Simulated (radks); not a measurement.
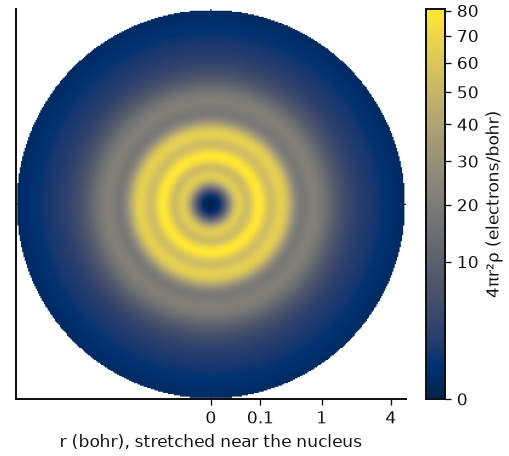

Figure 1. The radial density 4πr²ρ as a disc about the nucleus, with the radius drawn as r to the power 0.35. There are 4 maxima, at r = 0.0209, 0.0924, 0.272 and 0.807 bohr, parted by minima at 0.0408, 0.178 and 0.596 bohr, inside which lie 2.0, 11.2 and 29.0 electrons. The configuration has 5 principal shells, so not every shell has a maximum of its own.

## In: atomic calculation

System: the neutral indium atom in the configuration [Kr] 4d10 5s2 5p1 (high spin). It sits in a hard spherical wall of radius 7 bohr.
Method: scalar-relativistic Kohn-Sham, PBE, spin-polarised, spherical densities, point nucleus (the in-house radial solver radks).

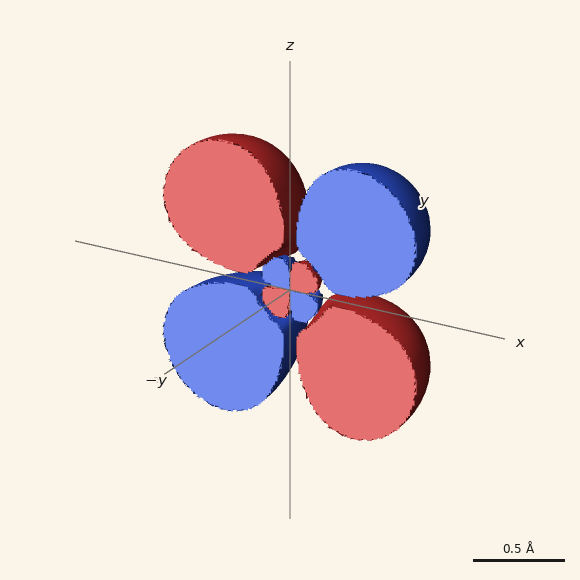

Figure 2. One occupied orbital of down spin is shown. The surface of constant |ψ| that holds about 80 % of the electron is drawn, blue where ψ is positive and red where it is negative, with the half in front of the xz plane cut away and the cut face painted. The radial function comes from the spherical calculation and is multiplied by a real spherical harmonic; the overall sign is chosen so that the largest lobe of P(r) is positive; at the scalar-relativistic level it is the large component. It is 4d(xz) of down spin. It has the nodal planes xy and yz and 1 radial node, at r = 0.401 bohr. The outermost maximum of P² lies at 0.931 bohr, ⟨r⟩ = 1.18 bohr, 90 % of the charge lies within 1.86 bohr, and the eigenvalue is −17.8 eV, with 5 electrons in the shell for this spin.

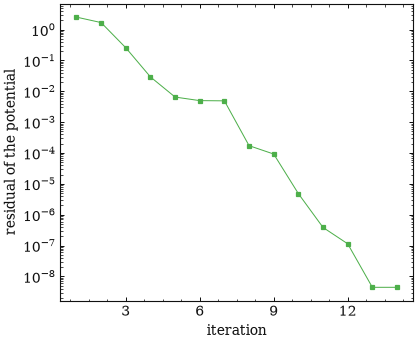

Figure 3. Convergence: residual of the potential against the iteration. The residual falls almost steadily, with no more than small rises or pauses. It goes from 2.5 to 4.4×10⁻⁹ in 14 steps.

These pictures come from the run below.

## Input file
```
Z 49
configuration [Kr] 4d10 5s2 5p1 6s0 4f0 5d0
relativity scalar-relativistic
functional pbe,pbe
spin polarised
nucleus point
wall 7 bohr
c 137.035999084
```

Energies in input and log are in hartree, lengths in bohr.

The run was one of a batch that the task file lists, launched with:
```bash
python <driver script> task.json out
```

## Output
```
1s      1   1.0000       -1019.92520713
2s      1   1.0000        -152.68732023
2p      1   3.0000        -137.03925690
3s      1   1.0000         -28.95007858
3p      1   3.0000         -23.82603269
3d      1   5.0000         -15.87260566
4s      1   1.0000          -4.36843161
4p      1   3.0000          -2.84229389
4d      1   5.0000          -0.65702676
5s      1   1.0000          -0.29015508
5p      1   1.0000          -0.07288693
6s      1   0.0000           0.17827172
4f      1   0.0000           0.33903958
5d      1   0.0000           0.16894128
1s      2   1.0000       -1019.92473053
2s      2   1.0000        -152.68730602
2p      2   3.0000        -137.03900270
3s      2   1.0000         -28.94974025
3p      2   3.0000         -23.82564399
3d      2   5.0000         -15.87229345
4s      2   1.0000          -4.36779164
4p      2   3.0000          -2.84153228
4d      2   5.0000          -0.65379909
5s      2   1.0000          -0.26605638
5p      2   0.0000          -0.04584287
6s      2   0.0000           0.19671807
4f      2   0.0000           0.36232698
5d      2   0.0000           0.19330580
Etot -5881.624397825738
Ekin 6130.65684054157
Encl -14222.990969404253
Eh 2370.242887060585
Exc -159.53315602363972
err 4.4281173012242606e-09
it 14
```

## Orbitals

| orbital | occupation | energy (eV) | ⟨r⟩ (bohr) | outer maximum (bohr) |
| --- | --- | --- | --- | --- |
| 1s up | 1 | −27753.6 | 0.02971 | 0.0192 |
| 1s down | 1 | −27753.6 | 0.02971 | 0.0192 |
| 2s up | 1 | −4154.8 | 0.1285 | 0.109 |
| 2s down | 1 | −4154.8 | 0.1285 | 0.109 |
| 2p up | 3 | −3729.0 | 0.1122 | 0.0869 |
| 2p down | 3 | −3729.0 | 0.1122 | 0.0869 |
| 3s up | 1 | −787.772 | 0.3486 | 0.316 |
| 3s down | 1 | −787.763 | 0.3486 | 0.316 |
| 3p up | 3 | −648.339 | 0.3471 | 0.309 |
| 3p down | 3 | −648.329 | 0.3471 | 0.309 |
| 3d up | 5 | −431.916 | 0.3244 | 0.258 |
| 3d down | 5 | −431.907 | 0.3243 | 0.258 |
| 4s up | 1 | −118.871 | 0.8480 | 0.770 |
| 4s down | 1 | −118.854 | 0.8480 | 0.770 |
| 4p up | 3 | −77.343 | 0.9220 | 0.816 |
| 4p down | 3 | −77.322 | 0.9217 | 0.816 |
| 4d up | 5 | −17.879 | 1.187 | 0.931 |
| 4d down | 5 | −17.791 | 1.181 | 0.931 |
| 5s up | 1 | −7.896 | 2.596 | 2.18 |
| 5s down | 1 | −7.240 | 2.578 | 2.15 |
| 5p up | 1 | −1.983 | 3.235 | 2.82 |
| 5p down | 0 | −1.247 | 3.241 | 2.80 |
| 5d up | 0 | 4.597 | 4.136 | 4.19 |
| 6s up | 0 | 4.851 | 4.262 | 4.85 |
| 5d down | 0 | 5.260 | 4.163 | 4.25 |
| 6s down | 0 | 5.353 | 4.270 | 4.85 |
| 4f up | 0 | 9.226 | 4.431 | 4.62 |
| 4f down | 0 | 9.859 | 4.451 | 4.65 |

## Slater integrals of the outer shells (hartree)

```
 integral   value
F0(5p,5p)  0.2778
F2(5p,5p)  0.1508
F0(5p,5s)  0.3049
G1(5p,5s)  0.1952
F0(5p,4d)  0.3486
F2(5p,4d)  0.0836
G1(5p,4d)  0.0312
G3(5p,4d)  0.0255
F0(5p,4p)  0.3546
F2(5p,4p)  0.0615
G0(5p,4p)  0.0106
G2(5p,4p)  0.0132
F0(5p,5d)  0.2378
F2(5p,5d)  0.1223
```

## Summary

- outcome: converged
- total energy: −5881.6244 hartree
- kinetic energy: 6130.6568 hartree
- electron–nucleus energy: −14222.9910 hartree
- Hartree energy: 2370.2429 hartree
- exchange–correlation energy: −159.533156 hartree
- radius at density 0.001 e/bohr³: 4.60 bohr
- pressure on the wall: 0.800 GPa
- SCF iterations: 14
- hardware: 1 thread of Intel Xeon @ 2.50GHz, 149 GiB of memory available, shared host
- wall time: 0.51 s
